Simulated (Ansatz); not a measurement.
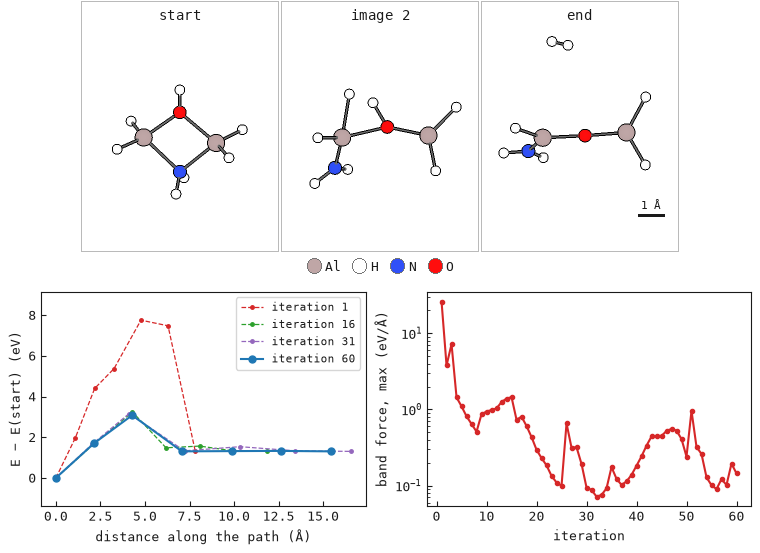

A search for the minimum-energy path of Al$_{2}$NH$_{7}$O by the nudged elastic band. Images are numbered from 0 (start) to 6 (end). The plot follows the band through its iterations. The picture is a ball-and-stick view, seen at a tilt.

These are results of Ansatz 0.2.0, RHF/6-31G*, not measurements. Run with 5 movable images; climbing image; force threshold 0.05 eV/Å; iteration limit 60; starting path through a guess of the saddle point.

Did the band converge, and can the barrier be trusted?

The result isn't final. The band hadn't converged when the run stopped after 60 iterations. The largest component of the band force went from 26 to 0.14 eV/Å. The barrier read from it is provisional, though the highest image hardly moved in the last two iterations. The first iteration put the highest image at 7.75 eV. The energy climbs by 3.08 eV to image 2 and then falls by 1.78 eV, so the end point sits at +1.30 eV.

Limits of the set-up: Hartree-Fock leaves out electron correlation.

The run took 8.7 min on 1 thread of AMD EPYC 7R43 64-Core Processor (Zen 3) (shared host), peak memory 0.17 GiB.
